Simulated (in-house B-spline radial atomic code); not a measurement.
**Kr⁸⁺: excited configurations in jj coupling**

How much energy does it take to promote electrons of Kr⁸⁺ to other shells? Each configuration is solved by itself and compared with the reference.

The numbers are computed with in-house B-spline radial atomic code version 1 (Dirac-Hartree-Fock, average of configuration, Fermi nucleus, basis-set limit), except any that are marked as measured or tabulated.

### 1 What is computed

- element: krypton (Z = 36)
- charge: +8
- electrons: 28
- configuration: 1s2 2s2 2p6 3s2 3p6 3d10
- Hamiltonian: Dirac-Coulomb
- nucleus: Fermi, rms radius 4.188 fm

Input settings:

```ini
Z = 36
electrons = 28.0
configuration = 1s2 2s2 2p6 3s2 3p6 3d10
hamiltonian = dirac
method = hf
spin_polarised = False
nucleus = fermi
rms_radius = 4.1884
mass_number = 84
atomic_mass = 83.91149772708
speed_of_light = 137.035999084
```

This reference run was done before. Its total energy is -2770.727741 hartree, and its levels are (the highest eight at most):

| orbital | occupation | energy (eV) | <r> (bohr) |
| --- | --- | --- | --- |
| 2s1/2 | 2 | -2098.36 | 0.1827 |
| 2p1/2 | 2 | -1902.88 | 0.1573 |
| 2p3/2 | 4 | -1848.53 | 0.1613 |
| 3s1/2 | 2 | -438.62 | 0.5258 |
| 3p1/2 | 2 | -368.00 | 0.5285 |
| 3p3/2 | 4 | -359.57 | 0.5378 |
| 3d3/2 | 4 | -236.65 | 0.5376 |
| 3d5/2 | 6 | -235.24 | 0.5411 |

### 2 Run with 1s2 2s2 2p6 3s2 3p-2 3p+3 3d10 7p-1

In configurations, a minus sign after the shell means j = l − 1/2 and a plus sign j = l + 1/2; the count of electrons follows.

Input settings:

```ini
Z = 36
electrons = 28.0
configuration = 1s2 2s2 2p6 3s2 3p-2 3p+3 3d10 7p-1
hamiltonian = dirac
method = hf
spin_polarised = False
nucleus = fermi
rms_radius = 4.1884
mass_number = 84
atomic_mass = 83.91149772708
speed_of_light = 137.035999084
```

### 3 Configuration 1s2 2s2 2p6 3s2 3p6 3d-4 3d+5 5p-1

Changes to the settings of step 2:

```diff
@@ -2,3 +2,3 @@
 electrons = 28.0
-configuration = 1s2 2s2 2p6 3s2 3p-2 3p+3 3d10 7p-1
+configuration = 1s2 2s2 2p6 3s2 3p6 3d-4 3d+5 5p-1
 hamiltonian = dirac
```

### 4 Run with 1s2 2s2 2p6 3s2 3p6 3d-3 3d+6 6p-1

Changes to the settings of step 3:

```diff
@@ -2,3 +2,3 @@
 electrons = 28.0
-configuration = 1s2 2s2 2p6 3s2 3p6 3d-4 3d+5 5p-1
+configuration = 1s2 2s2 2p6 3s2 3p6 3d-3 3d+6 6p-1
 hamiltonian = dirac
```

### 5 1s2 2s2 2p6 3s2 3p-1 3p+4 3d10 4d+1

Changes to the settings of step 4:

```diff
@@ -2,3 +2,3 @@
 electrons = 28.0
-configuration = 1s2 2s2 2p6 3s2 3p6 3d-3 3d+6 6p-1
+configuration = 1s2 2s2 2p6 3s2 3p-1 3p+4 3d10 4d+1
 hamiltonian = dirac
```

### 6 Run with 1s2 2s2 2p6 3s2 3p-2 3p+3 3d10 5s1

Changes to the settings of step 5:

```diff
@@ -2,3 +2,3 @@
 electrons = 28.0
-configuration = 1s2 2s2 2p6 3s2 3p-1 3p+4 3d10 4d+1
+configuration = 1s2 2s2 2p6 3s2 3p-2 3p+3 3d10 5s1
 hamiltonian = dirac
```

### 7 Configuration 1s2 2s2 2p6 3s2 3p6 3d-3 3d+6 5s1

Changes to the settings of step 6:

```diff
@@ -2,3 +2,3 @@
 electrons = 28.0
-configuration = 1s2 2s2 2p6 3s2 3p-2 3p+3 3d10 5s1
+configuration = 1s2 2s2 2p6 3s2 3p6 3d-3 3d+6 5s1
 hamiltonian = dirac
```

### 8 1s2 2s2 2p6 3s2 3p6 3d-4 3d+5 5d-1

Changes to the settings of step 7:

```diff
@@ -2,3 +2,3 @@
 electrons = 28.0
-configuration = 1s2 2s2 2p6 3s2 3p6 3d-3 3d+6 5s1
+configuration = 1s2 2s2 2p6 3s2 3p6 3d-4 3d+5 5d-1
 hamiltonian = dirac
```

### 9 Configuration 1s2 2s2 2p6 3s2 3p6 3d-4 3d+5 7p+1

Changes to the settings of step 8:

```diff
@@ -2,3 +2,3 @@
 electrons = 28.0
-configuration = 1s2 2s2 2p6 3s2 3p6 3d-4 3d+5 5d-1
+configuration = 1s2 2s2 2p6 3s2 3p6 3d-4 3d+5 7p+1
 hamiltonian = dirac
```

**Question.** How far above the reference does each configuration lie (order and size, in eV)?

The runs gave:

| net move | configuration | energy above the reference (eV) | with Breit, QED, recoil (eV) | largest <r> (bohr) |
| --- | --- | --- | --- | --- |
| 3d3/2 → 5s | 1s2 2s2 2p6 3s2 3p6 3d-3 3d+6 5s1 | 155.13 | 155.11 | 2.39 |
| 3d5/2 → 5p1/2 | 1s2 2s2 2p6 3s2 3p6 3d-4 3d+5 5p-1 | 161.44 | 161.47 | 2.55 |
| 3d5/2 → 5d3/2 | 1s2 2s2 2p6 3s2 3p6 3d-4 3d+5 5d-1 | 174.32 | 174.32 | 2.92 |
| 3d3/2 → 6p1/2 | 1s2 2s2 2p6 3s2 3p6 3d-3 3d+6 6p-1 | 188.33 | 188.29 | 4.06 |
| 3d5/2 → 7p3/2 | 1s2 2s2 2p6 3s2 3p6 3d-4 3d+5 7p+1 | 200.81 | 200.82 | 5.92 |
| 3p1/2 → 4d5/2 | 1s2 2s2 2p6 3s2 3p-1 3p+4 3d10 4d+1 | 267.45 | 267.09 | 1.60 |
| 3p3/2 → 5s | 1s2 2s2 2p6 3s2 3p-2 3p+3 3d10 5s1 | 278.46 | 278.27 | 2.40 |
| 3p3/2 → 7p1/2 | 1s2 2s2 2p6 3s2 3p-2 3p+3 3d10 7p-1 | 325.28 | 325.06 | 5.89 |

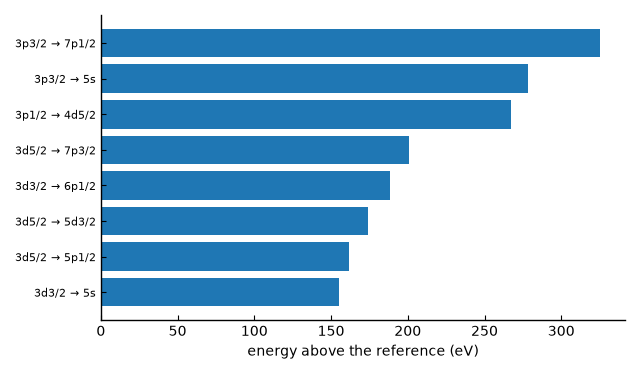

Energy of each configuration above the reference.

**Reading.** At the bottom stands 3d3/2 → 5s (155.13 eV), at the top 3p3/2 → 7p1/2 (325.28 eV). 3 of them lie more than 2 % above the ionisation threshold that Koopmans' theorem gives (235.24 eV), where such states can decay by emitting an electron. These are averages over configurations, without correlation, not spectroscopic levels.
